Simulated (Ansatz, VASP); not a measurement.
# TaN: VASP beside Ansatz

Wanted: the spread between two codes on one cell, functional and k mesh. The cell comes out of the VASP series on this material, whose earlier steps may have relaxed, scaled or displaced it; both programs get it as it stands.

Program: Ansatz 0.2.0. Level of theory: plane waves, with VASP 6.6.1 beside it; relaxation of cell and atoms at PBEsol, spin-orbit coupling. Results are calculated unless marked as measured.

## (1) Set-up

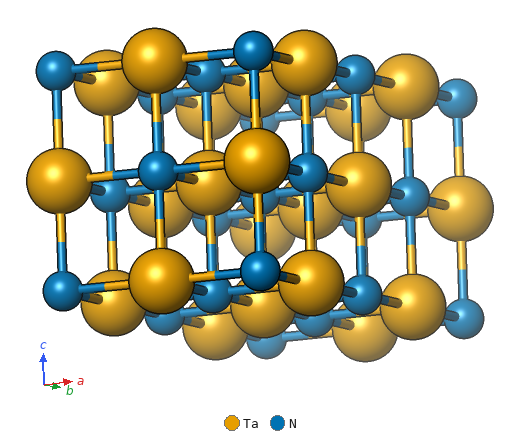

The cell as given, from a free direction (tantalum orange, nitrogen blue). 1×2×1 cells are drawn. This picture shows the conventional cell, with its axes. Some periodic images of atoms are drawn too.

Coordinates:

```
Ta N
1.0
     0.00000    2.19113    2.19113
     2.19113    0.00000    2.19113
     2.19113    2.19113    0.00000
Ta N
1 1
Direct
  0.50000 0.50000 0.50000
  0.00000 0.00000 0.00000
```

## (2) VASP: relaxation of cell and atoms, PBEsol, spin-orbit coupling

The relaxed volume is the usual yardstick between codes: its relative difference is about their pressure difference at one cell divided by the bulk modulus.

Lines of VASP's logs that name or quote its potential files are left out, and so is its time.

The input, INCAR:

```
SYSTEM = TaN
PREC = Accurate
ENCUT = 520
EDIFF = 1E-06
NELM = 100
ISMEAR = 1
SIGMA = 0.15
LREAL = .FALSE.
ALGO = Normal
GGA = PS
LNONCOLLINEAR = .TRUE.
MAGMOM = 0 0 0 0 0 0
NBANDS = 28
GGA_COMPAT = .FALSE.
LASPH = .TRUE.
LSORBIT = .TRUE.
LMAXMIX = 4
LORBIT = 11
LWAVE = .FALSE.
LCHARG = .FALSE.
KPAR = 4
IBRION = 2
NSW = 50
ISIF = 3
EDIFFG = -0.006
```

The input, POSCAR:

```
TaN
1.0
    0.0000000000      2.1911269685      2.1911269685
    2.1911269685      0.0000000000      2.1911269685
    2.1911269685      2.1911269685      0.0000000000
Ta N
1 1
Direct
    0.5000000000      0.5000000000      0.5000000000
    0.0000000000      0.0000000000      0.0000000000
```

The input, KPOINTS:

```
Automatic mesh
0
Gamma
14 14 14
0 0 0
```

Potentials, in the order of the species: Ta_pv and N (PBE family, release 64).

The run is started by

```sh
$ mpirun -np 4 vasp_ncl
```

Numbers of over 12 decimals in the logs are rounded to 6 here.

What it wrote:

```text
[banner, memory and clock lines left out]
running    4 mpi-ranks, on    1 nodes
 distrk:  each k-point on    1 cores,    4 groups
 distr:  one band on    1 cores,    1 groups

 POSCAR found type information on POSCAR TaN
 POSCAR found :  2 types and       2 ions
|                                                                             |
|               ----> ADVICE to this user running VASP <----                  |
|                                                                             |
|     You enforced a specific xc type in the INCAR file but a different       |
|     [... a line on the potential file left out ...]
|     I HOPE YOU KNOW WHAT YOU ARE DOING!                                     |
|                                                                             |

 LDA part: xc-table for (Slater+PW92), standard interpolation
 POSCAR, INCAR and KPOINTS ok, starting setup
 FFT: planning ... GRIDC
 FFT: planning ... GRID_SOFT
 FFT: planning ... GRID
 WAVECAR not read
 entering main loop
       N       E                     dE             d eps       ncg     rms          rms(c)
DAV:   1     0.130671591971E+03    0.13067E+03   -0.83949E+03  5840   0.122E+03
DAV:   2    -0.196103255618E+02   -0.15028E+03   -0.14174E+03  6692   0.372E+02
DAV:   3    -0.266236956681E+02   -0.70134E+01   -0.68620E+01  7000   0.760E+01
DAV:   4    -0.266896175649E+02   -0.65922E-01   -0.65698E-01  6484   0.755E+00
DAV:   5    -0.266900670674E+02   -0.44950E-03   -0.44945E-03  6596   0.585E-01    0.254E+01
DAV:   6    -0.240002222126E+02    0.26898E+01   -0.55813E+00  6420   0.274E+01    0.105E+01
DAV:   7    -0.239223779697E+02    0.77844E-01   -0.42507E-01  6320   0.675E+00    0.737E+00
DAV:   8    -0.238891166988E+02    0.33261E-01   -0.16123E-01  6328   0.357E+00    0.181E+00
DAV:   9    -0.238824472877E+02    0.66694E-02   -0.14046E-02  6304   0.104E+00    0.304E-01
DAV:  10    -0.238823430114E+02    0.10428E-03   -0.10777E-03  6784   0.319E-01    0.315E-01
DAV:  11    -0.238822693049E+02    0.73706E-04   -0.17018E-04  6768   0.150E-01    0.353E-02
DAV:  12    -0.238822644956E+02    0.48093E-05   -0.10826E-05  6532   0.407E-02    0.921E-03
DAV:  13    -0.238822645398E+02   -0.44167E-07   -0.29531E-07  3912   0.632E-03
   1 F= -.23882265E+02 E0= -.23882547E+02  d E =-.238823E+02  mag=     0.0000    -0.0000    -0.0000
 curvature:   0.00 expect dE= 0.000E+00 dE for cont linesearch  0.000E+00
 trial: gam= 0.00000 g(F)=  0.166E-60 g(S)=  0.310E-06 ort = 0.000E+00 (trialstep = 0.100E+01)
 search vector abs. value=  0.310E-06
 reached required accuracy - stopping structural energy minimisation
```

From OUTCAR (step 2):

```text
ion  position               nearest neighbor table
   1  0.500  0.500  0.500-   2 2.19   2 2.19   2 2.19   2 2.19   2 2.19   2 2.19
   2  0.000  0.000  0.000-   1 2.19   1 2.19   1 2.19   1 2.19   1 2.19   1 2.19

  LATTYP: Found a face centered cubic cell.
 ALAT       =     4.3822539370

 Subroutine GETGRP returns: Found 48 space group operations
 (whereof 48 operations were pure point group operations)

The static configuration has the point symmetry O_h .

 Found    104 irreducible k-points:

   k-points           NKPTS =    104   k-points in BZ     NKDIM =    104   number of bands    NBANDS=     28

   dimension x,y,z NGX =    24 NGY =   24 NGZ =   24
   dimension x,y,z NGXF=    48 NGYF=   48 NGZF=   48

   ENCUT  =  520.0 eV  38.22 Ry    6.18 a.u.   5.76  5.76  5.76*2*pi/ulx,y,z

   NELECT =      16.0000    total number of electrons

 k-points in reciprocal lattice and weights: Automatic mesh
   0.00000000  0.00000000  0.00000000       0.000
   0.07142857  0.00000000  0.00000000       0.003
   0.14285714  0.00000000  0.00000000       0.003
   0.21428571  0.00000000  0.00000000       0.003
   0.28571429  0.00000000  0.00000000       0.003
   0.35714286  0.00000000  0.00000000       0.003
   0.42857143  0.00000000  0.00000000       0.003
   0.50000000  0.00000000  0.00000000       0.001
   0.07142857  0.07142857  0.00000000       0.002
[...]
-0.28571429  0.42857143  0.21428571       0.009
  -0.28571429  0.50000000  0.21428571       0.004

 average (electrostatic) potential at core
       1 -34.5030       2 -61.2403

 E-fermi :   9.4479

 k-point     1 :       0.0000    0.0000    0.0000
  band No.  band energies     occupation
    ...
     16       7.1773      1.00000
     17       7.1773      1.00000
     18       7.1773      1.00000
     19       7.5468      1.00000
     20       7.5468      1.00000
     21       9.5496      0.04794
     22       9.5496      0.04794
     23       9.5496      0.04794
     24       9.5496      0.04794
     25      11.1329     -0.00000
    ...

 k-point     2 :       0.0714    0.0000    0.0000
  band No.  band energies     occupation
    ...
     16       7.4236      1.00000
     17       7.4303      1.00000
     18       7.4303      1.00000
     19       7.7777      1.00000
     20       7.7777      1.00000
     21      10.0627     -0.00000
     22      10.0627     -0.00000
     23      10.0630     -0.00000
     24      10.0630     -0.00000
     25      11.5093     -0.00000
    ...

 k-point     3 :       0.1429    0.0000    0.0000
  band No.  band energies     occupation
    ...
     16       7.8369      1.00000
     17       7.9347      1.00000
     18       7.9347      1.00000
     19       8.2044      1.00000
     20       8.2044      1.00000
     21      11.2542     -0.00000
     22      11.2542     -0.00000
     23      11.2622     -0.00000
     24      11.2622     -0.00000
     25      12.4284     -0.00000
    ...

  Total        0.0020691      0.0020691      0.0020691      0.0000000      0.0000000      0.0000000
  in kB        0.1575645      0.1575645      0.1575645      0.0000000      0.0000000      0.0000000
  external PRESSURE =       0.1575645 kB  Pullay stress =       0.0000000 kB

  energy-cutoff  :      520.00
  volume of cell :       21.04
      direct lattice vectors                 reciprocal lattice vectors
     0.000000000  2.191126968  2.191126968    -0.228193075  0.228193075  0.228193075
     2.191126968  0.000000000  2.191126968     0.228193075 -0.228193075  0.228193075
     2.191126968  2.191126968  0.000000000     0.228193075  0.228193075 -0.228193075

 POSITION                                       TOTAL-FORCE (eV/Angst)
 -----------------------------------------------------------------------------------
      2.19113      2.19113      2.19113         0.000000     -0.000000      0.000000
      0.00000      0.00000      0.00000        -0.000000      0.000000     -0.000000
 -----------------------------------------------------------------------------------
    total drift:                               -0.000000     -0.000000     -0.000000

  FREE ENERGIE OF THE ION-ELECTRON SYSTEM (eV)
  ---------------------------------------------------
  free  energy   TOTEN  =       -23.8822645398 eV

  energy  without entropy=      -23.8831119855  energy(sigma->0) =      -23.88254702

 reached required accuracy - stopping structural energy minimisation

 Spin-Orbit-Coupling matrix elements
 Ion:    1  E_soc:     -1.3293944
 Ion:    2  E_soc:     -0.0004550

 total charge
# of ion       s       p       d       tot
------------------------------------------
    1        0.277   6.230   2.479   8.986
    2        1.223   2.534   0.000   3.757
--------------------------------------------------
tot          1.500   8.764   2.479  12.743

 magnetization (x)
# of ion       s       p       d       tot
------------------------------------------
    1        0.000   0.000  -0.000   0.000
    2       -0.000   0.000   0.000  -0.000
--------------------------------------------------
tot          0.000   0.000  -0.000   0.000

 magnetization (y)
# of ion       s       p       d       tot
------------------------------------------
    1        0.000  -0.000   0.000   0.000
    2       -0.000   0.000   0.000  -0.000
--------------------------------------------------
tot         -0.000  -0.000   0.000   0.000

 magnetization (z)
# of ion       s       p       d       tot
------------------------------------------
    1        0.000   0.000  -0.000  -0.000
    2        0.000   0.000   0.000   0.000
--------------------------------------------------
tot          0.000   0.000  -0.000  -0.000

[... 3 further parts left out ...]
```

CONTCAR:

```
TaN
   1.00000000000000
     0.0000000000000000    2.1911269684999999    2.1911269684999999
     2.1911269684999999    0.0000000000000000    2.1911269684999999
     2.1911269684999999    2.1911269684999999    0.0000000000000000
  Ta              N
     1     1
Direct
     0.5000000000000000    0.5000000000000000    0.5000000000000000
     0.0000000000000000    0.0000000000000000    0.0000000000000000
```

## (3) Ansatz: relaxation of cell and atoms, PBEsol, spin-orbit coupling

Ansatz runs on its fully relativistic PAW (standard-fr) files.

The same cell, functional, mesh and smearing now go to Ansatz, which takes its cutoff from its data sets.

The input, input.yaml:

```yaml
crystal:
  lattice:
    - [0.0, 2.1911269685, 2.1911269685]
    - [2.1911269685, 0.0, 2.1911269685]
    - [2.1911269685, 2.1911269685, 0.0]
  atoms:
    - { symbol: Ta, position: [0.5, 0.5, 0.5] }
    - { symbol: "N", position: [0.0, 0.0, 0.0] }
hamiltonian:
  xc: pbesol
  pseudopotentials: { kind: paw_fr }
magnetization:
  noncollinear: true
  spin_orbit: true
kpoints:
  mp_grid: { grid: [14, 14, 14] }
scf:
  occupations: { method: methfessel_paxton, width: 0.15 }
relax:
  f_tol: 0.01
  max_steps: 60
  cell: { stress_tol: 0.05 }
output:
  forces: true
  stress: true
```

The run is started by

```sh
$ ansatz run input.yaml --threads 4 --pin off --max-ram 9216MiB --backend cpu --events-out ev --progress --plain --runs-dir out
```

What it wrote:

```text
Engine: ansatz 0.2.0, x86_64-unknown-linux-gnu
Pseudopotentials: kind: paw_fr
Pseudopotential: Ta, paw_fr, valence charge 13, recommended cutoff 420 eV (normal), Ta.paw.azcp#standard-fr
Pseudopotential: N, paw_fr, valence charge 5, recommended cutoff 420 eV (normal), N.paw.azcp#standard-fr
Functional definition: PBEsol
  exchange = pbesol_x
  correlation = pbesol_c
non-collinear run that drives no moment, with spin-orbit: no starting moment large enough to seed its density (crystal.atoms[].spin), no starting occupations that ask for one, no magnetisation constraint and no magnetic field, so the semilocal B_xc is pinned to zero
Crystal: 2 atoms, lattice volume = 21.039 Å³
Basis set: ecut = 420 eV, 411 PW (Γ), exchange–correlation on 48×48×48 points (8 copies of the dense FFT grid, shifted against one another)
Bands: 26, of which v1, the nominal top of the filled ones, is band 18 counted from 1 (17 counted from 0)
Symmetry: 48 space group operations + 48 with time reversal
Magnetic group: BNS 225.117 (UNI 1619), of the structure as read, at distance tolerance 2.8e-5 Å
k-points: 104 of 2744
Projection manifold: j_resolved (fully-relativistic pseudo-atomic orbitals)
Non-local potential: Ta, projectors of the file, l = 0: 3, l = 1: 4, l = 2: 4, l = 3: 2
Non-local potential: N, projectors of the file, l = 0: 2, l = 1: 4, l = 2: 2
PAW form: soft (Blöchl's): semilocal exchange-correlation on the pseudo side does not see the compensation charge
PAW frozen core: Ta, regenerated for the run's functional, and the local potential with it (the file was generated under x = pbe(κ = 0.804, μ = 0.219515), c = pbe(β = 0.066725))
PAW frozen core: N, regenerated for the run's functional, and the local potential with it (the file was generated under x = pbe(κ = 0.804, μ = 0.219515), c = pbe(β = 0.066725))
PAW one-centre angular grid: Ta, 590 points (default); XC on 64 Gauss nodes
PAW one-centre angular grid: N, 110 points (default); XC on 64 Gauss nodes
Initial density: superposition of atomic densities (chi_scale 0.1, normalization cell, long waves kept (reshape's long-wave potential 0.00 eV rms))
Initial wavefunctions: pseudopotential atomic-orbital guess
Functional: x = pbesol(κ = 0.804, μ = 0.123457), c = pbesol(β = 0.046)
SCF iter   1: F=—  HF=-10209.210974 eV  |F-HF|=—  |Δ(HF+E_count)|=         —  Δρ=4.69e-2  dr2=4.39e-1  dr2_m=0.00e0 (ungated)  ethr=3.10e-3  |M|=0.00e0 ∫|m|=0.00e0 μB  |m|>n=0.0e0 m-floor=0.0e0 τ_xc=0.0e0  β_m=0.30  ⟨swp⟩=6.2  Hψ=14995  notcnv=0  defer=238
automatic band count: the SCF goes on with 34 bands, as 26 were too few: the levels above may hold too much charge
preconditioner: auto → none  [insulator: Δε(μ)=0.103 eV  Ē_g=15.913 eV  σ=0.150 eV  W_gap=0.54  n_scr=8 (ndim 8)  ℏωp=25.6 eV  f_vac=0.000  D(μ)=0.52/eV (n_scr^D=0)  ε∞_Penn≈3.6]
SCF iter   2: F=—  HF=-10209.131368 eV  |F-HF|=—  |Δ(HF+E_count)|=   7.96e-2  S|Δr|=    0.00e0  Δρ=2.91e-2  dr2=5.69e-2  dr2_m=0.00e0 (ungated)  ethr=2.44e-3  |M|=0.00e0 ∫|m|=0.00e0 μB  |m|>n=0.0e0 m-floor=0.0e0 τ_xc=0.0e0  β_m=0.35  ⟨swp⟩=2.0  Hψ=2569  notcnv=0  defer=832
SCF iter   3: F=—  HF=-10209.141741 eV  |F-HF|=—  |Δ(HF+E_count)|=   1.04e-2  S|Δr|=    0.00e0  Δρ=1.68e-2  dr2=1.99e-2  dr2_m=0.00e0 (ungated)  ethr=3.16e-4  |M|=0.00e0 ∫|m|=0.00e0 μB  |m|>n=0.0e0 m-floor=0.0e0 τ_xc=0.0e0  β_m=0.57  ⟨swp⟩=1.0  Hψ=1342  notcnv=0  defer=834
SCF iter   4: F=—  HF=-10209.149866 eV  |F-HF|=—  |Δ(HF+E_count)|=   8.12e-3  S|Δr|=    0.00e0  Δρ=8.26e-4  dr2=1.23e-4  dr2_m=0.00e0 (ungated)  ethr=1.10e-4  |M|=0.00e0 ∫|m|=0.00e0 μB  |m|>n=0.0e0 m-floor=0.0e0 τ_xc=0.0e0  β_m=0.67  ⟨swp⟩=1.4  Hψ=1636  notcnv=0  defer=834
SCF iter   5: F=—  HF=-10209.149860 eV  |F-HF|=—  |Δ(HF+E_count)|=   5.98e-6  S|Δr|=    0.00e0  Δρ=2.34e-4  dr2=5.80e-6  dr2_m=0.00e0 (ungated)  ethr=6.85e-7  |M|=0.00e0 ∫|m|=0.00e0 μB  |m|>n=0.0e0 m-floor=0.0e0 τ_xc=0.0e0  β_m=0.83  ⟨swp⟩=2.0  Hψ=2185  notcnv=0  defer=834
SCF iter   6: F=—  HF=-10209.149858 eV  |F-HF|=—  |Δ(HF+E_count)|=   1.72e-6  S|Δr|=    0.00e0  Δρ=4.51e-5  dr2=4.64e-7  dr2_m=0.00e0 (ungated)  ethr=3.22e-8  |M|=0.00e0 ∫|m|=0.00e0 μB  |m|>n=0.0e0 m-floor=0.0e0 τ_xc=0.0e0  β_m=0.70  ⟨swp⟩=2.0  Hψ=2293  notcnv=0  defer=834
SCF iter   7: F=-10209.149858 eV  HF=-10209.149858 eV  |F-HF|=4.59e-8  |Δ(HF+E_count)|=   1.89e-7  S|Δr|=    0.00e0  Δρ=1.48e-5  dr2=5.02e-8  dr2_m=0.00e0 (ungated)  ethr=5.56e-10  |M|=0.00e0 ∫|m|=0.00e0 μB  |m|>n=0.0e0 m-floor=0.0e0 τ_xc=0.0e0  ⟨swp⟩=4.0  Hψ=4521  notcnv=0
SCF 1 converged in 7 iterations: F = -10209.149858 eV  dr2 = 5.02e-8
  greatest PAW one-centre occupation: 1.000 electrons in one spin orbital (limit 2), on the Ta atom at site 0 (counted from 0), in its partial waves of l = 0
relax step   1: F+E_penalty+E_count = -10209.14985815 eV  Δ(F+E_penalty+E_count) = +0.000e0 eV  max|allowed force component| = 7.889e-30 eV/Å  Δτ_max = 0.0000 Å  P = -1.705 GPa  Ω = 21.039 Å³  (7 SCF iters, dr2 threshold 1.00e-7 eV, accepted)
[...]
relax step   2: F+E_penalty+E_count = -10209.15076263 eV  Δ(F+E_penalty+E_count) = -9.045e-4 eV  max|allowed force component| = 3.957e-29 eV/Å  Δτ_max = 0.0000 Å  P = +0.716 GPa  Ω = 20.898 Å³  energy of the carried Pulay correction = +4.593e-4 eV  (4 SCF iters, dr2 threshold 2.00e-7 eV, accepted)
[...]
relax step   3: F+E_penalty+E_count = -10209.15071851 eV  Δ(F+E_penalty+E_count) = +4.412e-5 eV  max|allowed force component| = 6.153e-29 eV/Å  Δτ_max = 0.0000 Å  P = -0.009 GPa  Ω = 20.939 Å³  energy of the carried Pulay correction = +3.238e-4 eV  (4 SCF iters, dr2 threshold 2.00e-7 eV, accepted)
[...]
relax step   4: F+E_penalty+E_count = -10209.15042582 eV  Δ(F+E_penalty+E_count) = +2.927e-4 eV  max|allowed force component| = 8.191e-29 eV/Å  Δτ_max = 0.0000 Å  P = -0.032 GPa  Ω = 20.939 Å³  stress off target by 3.19e-2 GPa  SCF on the basis re-selected at this cell (its energy is not comparable with the rows above)  (5 SCF iters)
basis re-selected at this cell: Δ(F+E_penalty+E_count) = +2.927e-4 eV, ΔP = -0.023 GPa vs the last step (what re-selecting the basis moved, of the pressure what is left beyond the Pulay correction that the steps carried, after the strain that the cell walked since its last selection, with what the two solves' SCF thresholds leave and, on support functions, any second-order correction that the steps lacked; it is no m [...]
SCF converged after 5 iterations
Stability not checked: this state was not tested for a lower state beside it, because cold or Methfessel-Paxton smearing, or corrected tetrahedra, fill the levels in a way that the test cannot read (fill_not_monotonic; see scf.lower_state_search)
Magnetization: |M| = 0.0000 μB,  M = (+0.0000, +0.0000, +0.0000) μB
Absolute magnetization: 0.0000 μB (∫|m|)
  site 0: m = (+0.0000, +0.0000, +0.0000) μB, |m| = 0.0000 μB  (R = 0.90 Å)
  site 1: m = (+0.0000, +0.0000, +0.0000) μB, |m| = 0.0000 μB  (R = 0.90 Å)
Free energy (F): -10209.150426 eV
Harris-Foulkes:  -10209.150426 eV  (|F-HF|=3.64e-12)
Internal energy: -10209.151464 eV  (E = F + TS)
E sigma→0 (E₀):  -10209.150685 eV
Entropy (-TS):   0.001038 eV (0.519 meV/atom)
Fermi energy:    21.868188 eV
--- Per-component energies (eV) ---
  E_band       = -43.349739
  E_kinetic    = 501.472866
  E_local      = -574.535791  (includes V_loc(G=0)·N_el)
  E_nonlocal   = 59.649473
  E_hartree    = 193.467381
  E_xc         = -278.088766
  E_vxc        = -282.138699  (∫ρ·V_xc dr)
  E_paw        = -8414.582040  (= ΣΔE_a)
  E_vpaw       = -134.732612  (= ΣTr[D̂ρ^β])
  E_aug_tail   = 0.000237  (compensation charges beyond the density's cutoff)
  E_ewald      = -1696.781298
  E_core_change = 0.246475  (= ΣΔE_core)
  E_smearing   = 0.001038  (= −TS)
  E_closure    = 0.000000  (closes the sum)
  Σ components = -10209.150426   (vs F -10209.150426, Δ=0.00e0)
--- Forces (eV/Å), atoms counted from 1 ---
  atom   1  Ta     0.00000000     0.00000000    -0.00000000
  atom   2  N     -0.00000000     0.00000000     0.00000000
  max |Σ_I F_I| component: 1.60e-28 eV/Å
--- Stress (GPa, compression-positive) ---
       -0.031893       0.000000      -0.000000
        0.000000      -0.031893       0.000000
       -0.000000       0.000000      -0.031893
  P = ⅓ Tr σ = -0.0319 GPa (-0.319 kbar)
--- Relaxed structure (3 steps of the walk, 3 accepted, 1 SCFs on fresh bases) ---
  F+E_penalty+E_count = -10209.15042582 eV   max|allowed force component| = 8.191e-29 eV/Å   (the final SCF, on the basis selected at the relaxed cell)
  cell:  # Å, volume = 20.9395 Å³
    - [0, 2.187655, 2.187655]
    - [2.187655, 0, 2.187655]
    - [2.187655, 2.187655, 0]
  atoms:
    - { symbol: Ta, position: [0.500000, 0.500000, 0.500000] }
    - { symbol: N, position: [0, 0, 0] }
```

Run time: 6.3 s. Hardware: 4 threads of Intel Xeon 6975P-C (Granite Rapids), shared host; peak memory 0.52 GiB; 22 s of CPU time.

## (4) Side by side

Known differences besides the PAW data sets themselves: spin-orbit coupling enters by fully relativistic files in Ansatz and inside the spheres in VASP; both relaxations stop at a tolerance, which leaves soft axes loose, and VASP keeps its plane-wave basis; the data sets hold 18 valence electrons in Ansatz (fully relativistic PAW (standard-fr) files) and 16 in VASP; the cutoff is 420 eV in Ansatz and 520 eV in VASP; Ansatz makes its cores anew for this functional, VASP keeps those of its PBE data sets; Ansatz adds a Pulay correction to the stress that steers its cell, VASP none. Total energies have different zeros and are not compared.

The two programs side by side:

| quantity | Ansatz | VASP | difference |
| --- | --- | --- | --- |
| volume (Å³) | 20.94 | 21.04 | -0.47 % |
| edge a after relaxation, in the typed setting (Å) | 3.094 | 3.099 | -0.16 % |

The walks stopped with -0.03 GPa left in Ansatz and 0.02 GPa in VASP; each walk ends within a tolerance, so the volume difference is uncertain by about these residues over the bulk modulus, most in soft cells.

## (5) Outcome

```
difference in volume (relaxation of cell and atoms, PBEsol, spin-orbit coupling) : -0.47 %
```

The difference in volume is -0.47 % (relaxation of cell and atoms, PBEsol, spin-orbit coupling), within the 1.2 % picked in this series as the mark of a large difference, as far as the stopping tolerances let one tell. How closely two codes agree says nothing of how well the functional describes the real material.

[Lines on the potential files, build, host, timing and source positions are cut from VASP's logs without a mark.]

[Logs are printed without paths, hosts, clocks, repeated set-up lines and the standing remarks that a program may print on its own settings, such as how far it seeks lower states.]

[Hosts, paths, dates, database ids (printed as entryN), source tags and the programs' standing remarks are cut or masked in the printed files.]
